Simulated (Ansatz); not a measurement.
# CH₅GaO: small, medium and large basis sets

How large a basis does CH₅GaO need? Two functionals are run in growing sets.

The runs use Ansatz 0.2.0, Gaussian basis; one geometry, several basis sets.

Plan: PBE0-D4/def2-SVP; ωB97M-V/def2-SVP; PBE0-D4/def2-QZVPP; ωB97M-V/def2-QZVPP; the functionals' def2-TZVPP values are taken from earlier runs.

**1. The geometry**

All runs share one geometry, relaxed beforehand with PBE0-D4 in a triple-zeta def2 set.

SMILES `O[CH2][GaH2]`, 8 atoms, charge 0, spin multiplicity 1.

Atoms are counted from 1 here; the program's logs count them from 0.

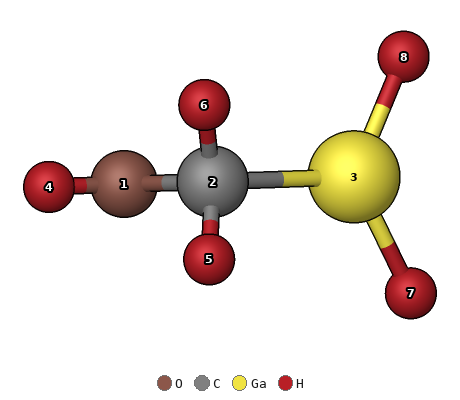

The geometry (oxygen brown, carbon grey, gallium yellow, hydrogen red); atoms are numbered from 1 in the order of the file.

**2. PBE0-D4 in def2-SVP**

The input, in.yaml:

```yaml
crystal:
  periodic: [false, false, false]
  atoms:
    - {symbol: O, position_ang: [-0.972656, 0.187385, -1.074828]}
    - {symbol: C, position_ang: [-0.118846, 0.695334, -0.044866]}
    - {symbol: Ga, position_ang: [0.671067, -1.008385, 0.625381]}
    - {symbol: H, position_ang: [-1.435292, 0.916642, -1.494959]}
    - {symbol: H, position_ang: [-0.691682, 1.227783, 0.723222]}
    - {symbol: H, position_ang: [0.633410, 1.381409, -0.451107]}
    - {symbol: H, position_ang: [-0.058999, -1.816774, 1.758306]}
    - {symbol: H, position_ang: [1.972999, -1.583394, -0.041149]}
basis:
  gaussian: {orbitals: def2-SVP}
hamiltonian: {xc: pbe0, dispersion: d4}
output: {orbitals: {seedname: orbitals}}
```

Launch:

```sh
ansatz run in.yaml --threads 2 --pin off --events-out ev --progress --plain --max-ram 4352MiB
```

Log:

```text
Functional definition: PBE0
  name "PBE0"
  cite "Adamo & Barone, J. Chem. Phys. 110, 6158 (1999) doi:10.1063/1.478522"
  cite "Perdew, Burke & Ernzerhof, Phys. Rev. Lett. 77, 3865 (1996) doi:10.1103/PhysRevLett.77.3865"
  parent pbe
  parameter a = 0.25
  parameter kappa = 0.804
  parameter beta = 0.06672455060314922
  exchange = (1 - a)*pbe_x(kappa = kappa, mu = beta*pi^2/3) + a*exact_x
  correlation = pbe_c(beta = beta)
857 factors; integrals over basis functions are off by at most 1.1e-3 eV
mean field evaluation 1: about -55518.4067 eV, gradient 4.7e1 eV
mean field evaluation 2: about -55515.5715 eV, gradient 6.1e1 eV
mean field evaluation 4: about -55522.7029 eV, gradient 2.4e0 eV
mean field evaluation 8: about -55522.7846 eV, gradient 7.0e-2 eV
mean field evaluation 16: about -55522.7846 eV, gradient 3.0e-5 eV
mean field -55522.78462550 eV, -2040.4247002920 hartree, gradient 3.0e-5 eV, S^2 0.000000; 0 other end points of the search recorded, 0 dependent functions left out
reference -55522.78465330 eV, -2040.4247013138 hartree; 25, 25 occupied and 60, 60 virtual orbitals, 857 factors
Total energy: -55522.88431781 eV, -2040.4283639166 hartree
```

It took 0.95 s on 2 threads of Intel Xeon Platinum 8488C, shared host.

**3. ωB97M-V in def2-SVP**

in.yaml, as its differences from that of step 2:

```diff
@@ -13,3 +13,3 @@
   gaussian: {orbitals: def2-SVP}
-hamiltonian: {xc: pbe0, dispersion: d4}
+hamiltonian: {xc: {name: wB97M-V}}
 output: {orbitals: {seedname: orbitals}}
```

The command is unchanged.

Log, shortened:

```text
Functional definition: wB97M-V
  name "wB97M-V"
  cite "Mardirossian & Head-Gordon, J. Chem. Phys. 144, 214110 (2016) doi:10.1063/1.4952647"
  cite "Becke, J. Chem. Phys. 107, 8554 (1997) doi:10.1063/1.475007"
  cite "Vydrov & Van Voorhis, J. Chem. Phys. 133, 244103 (2010) doi:10.1063/1.3521275"
  # Of w^i u^j: cxij and so on, Table III.
[...]
  gx(w, u) = 1 - cx + cx01*u + cx10*w
  gss(w, u) = css00 + css04*u^4 + css10*w + css20*w^2 + css43*w^4*u^3
  gos(w, u) = cos00 + cos10*w + (cos20 + cos21*u)*w^2 + (cos60 + cos61*u)*w^6
[...]
      + integral(e_c_pw_mod_opposite_spin*gos(b97_w_opposite, b97_u_opposite)) + vv10(b, c)
857 factors; integrals over basis functions are off by at most 1.1e-3 eV
233 factors; integrals over basis functions are off by at most 6.7e-6 eV
[...]
mean field -55528.85629011 eV, -2040.6478298509 hartree, gradient 3.3e-5 eV, S^2 0.000000; 0 other end points of the search recorded, 0 dependent functions left out
reference -55528.85633655 eV, -2040.6478315577 hartree; 25, 25 occupied and 60, 60 virtual orbitals, 857 factors
Total energy: -55528.85633655 eV, -2040.6478315577 hartree
```

Wall time 3.2 s (2 threads of Intel Xeon Platinum 8488C, shared host).

**4. PBE0-D4 in def2-QZVPP**

in.yaml, as its differences from that of step 3:

```diff
@@ -12,4 +12,4 @@
 basis:
-  gaussian: {orbitals: def2-SVP}
-hamiltonian: {xc: {name: wB97M-V}}
+  gaussian: {orbitals: "def2-QZVPP.json"}
+hamiltonian: {xc: pbe0, dispersion: d4}
 output: {orbitals: {seedname: orbitals}}
```

Launched as before.

Log:

```text
Functional definition: PBE0
  name "PBE0"
  cite "Adamo & Barone, J. Chem. Phys. 110, 6158 (1999) doi:10.1063/1.478522"
  cite "Perdew, Burke & Ernzerhof, Phys. Rev. Lett. 77, 3865 (1996) doi:10.1103/PhysRevLett.77.3865"
  parent pbe
  parameter a = 0.25
  parameter kappa = 0.804
  parameter beta = 0.06672455060314922
  exchange = (1 - a)*pbe_x(kappa = kappa, mu = beta*pi^2/3) + a*exact_x
  correlation = pbe_c(beta = beta)
1251 factors; their error is unknown
mean field evaluation 1: about -55528.3815 eV, gradient 5.8e1 eV
mean field evaluation 2: about -55521.4132 eV, gradient 8.5e1 eV
mean field evaluation 4: about -55534.5027 eV, gradient 4.6e0 eV
mean field evaluation 8: about -55534.5402 eV, gradient 8.9e-2 eV
mean field evaluation 16: about -55534.6902 eV, gradient 1.4e-5 eV
mean field -55534.69023239 eV, -2040.8622232754 hartree, gradient 1.4e-5 eV, S^2 0.000000; 0 other end points of the search recorded, 0 dependent functions left out
reference -55534.69027173 eV, -2040.8622247208 hartree; 25, 25 occupied and 328, 328 virtual orbitals, 1251 factors
Total energy: -55534.78993623 eV, -2040.8658873237 hartree
```

It took 5 s on 2 threads of Intel Xeon Platinum 8488C, shared host; peak memory 0.93 GiB.

**5. ωB97M-V in def2-QZVPP**

in.yaml, as its differences from that of step 4:

```diff
@@ -13,3 +13,3 @@
   gaussian: {orbitals: "def2-QZVPP.json"}
-hamiltonian: {xc: pbe0, dispersion: d4}
+hamiltonian: {xc: {name: wB97M-V}}
 output: {orbitals: {seedname: orbitals}}
```

Same command.

Log, shortened:

```text
Functional definition: wB97M-V
  name "wB97M-V"
  cite "Mardirossian & Head-Gordon, J. Chem. Phys. 144, 214110 (2016) doi:10.1063/1.4952647"
  cite "Becke, J. Chem. Phys. 107, 8554 (1997) doi:10.1063/1.475007"
  cite "Vydrov & Van Voorhis, J. Chem. Phys. 133, 244103 (2010) doi:10.1063/1.3521275"
  # Of w^i u^j: cxij and so on, Table III.
[...]
  gx(w, u) = 1 - cx + cx01*u + cx10*w
  gss(w, u) = css00 + css04*u^4 + css10*w + css20*w^2 + css43*w^4*u^3
  gos(w, u) = cos00 + cos10*w + (cos20 + cos21*u)*w^2 + (cos60 + cos61*u)*w^6
[...]
      + integral(e_c_pw_mod_opposite_spin*gos(b97_w_opposite, b97_u_opposite)) + vv10(b, c)
1246 factors; their error is unknown
290 factors; integrals over basis functions are off by at most 9.1e-6 eV
[...]
mean field -55540.84542181 eV, -2041.0884223142 hartree, gradient 3.0e-5 eV, S^2 0.000000; 0 other end points of the search recorded, 0 dependent functions left out
reference -55540.84548526 eV, -2041.0884246460 hartree; 25, 25 occupied and 328, 328 virtual orbitals, 1246 factors
Total energy: -55540.84548526 eV, -2041.0884246460 hartree
```

It took 11 s on 2 threads of Intel Xeon Platinum 8488C, shared host; peak memory 1.1 GiB.

**6. Density functionals: the series**

The def2-TZVPP values come from earlier runs at the same geometry.

```
functional       basis  functions  energy (eV)  from the largest (eV)  HOMO (eV)  LUMO (eV)
   PBE0-D4    def2-SVP         85  -55522.8843                 11.906      -7.51      -1.37
   PBE0-D4  def2-TZVPP        180  -55533.4074                  1.383      -7.60      -1.46
   PBE0-D4  def2-QZVPP        353  -55534.7899                  0.000      -7.62      -1.51
   ωB97M-V    def2-SVP         85  -55528.8563                 11.989      -9.73       0.36
   ωB97M-V  def2-TZVPP        180  -55539.4987                  1.347      -9.83       0.24
   ωB97M-V  def2-QZVPP        353  -55540.8455                  0.000      -9.86       0.04
```

**7. Outcome**

```
                                       quantity           value
PBE0-D4: double and triple zeta above quadruple  11.91, 1.38 eV
ωB97M-V: double and triple zeta above quadruple  11.99, 1.35 eV
```

In words: PBE0-D4 gains 10.52 eV from double to triple zeta, then 1.38 eV more. Total energies overstate the basis error of differences, where much of it tends to cancel.

For PBE0-D4 the largest set took about 5 times as long as the smallest (5 s against 0.95 s).
